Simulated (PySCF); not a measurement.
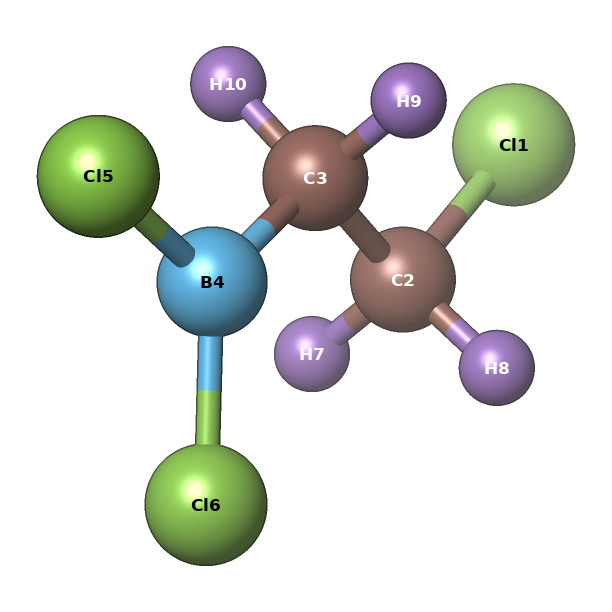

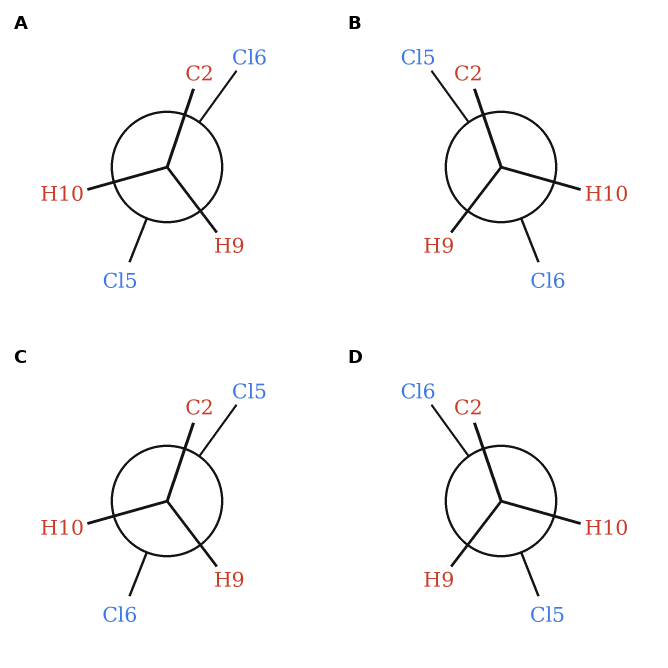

Atoms fade into the background with distance from the viewer. Bonds that would overlap in a projection are set slightly apart. The computed structure is the end point of a PBE0-D3(BJ)/def2-SVP optimisation. No frequency run is at hand to confirm it as a minimum.

Question: Which Newman projection shows the view along C3–B4, with C3 in front?

Answer: A. The torsion angle C2–C3–B4–Cl5 is −177°, antiperiplanar (anti).
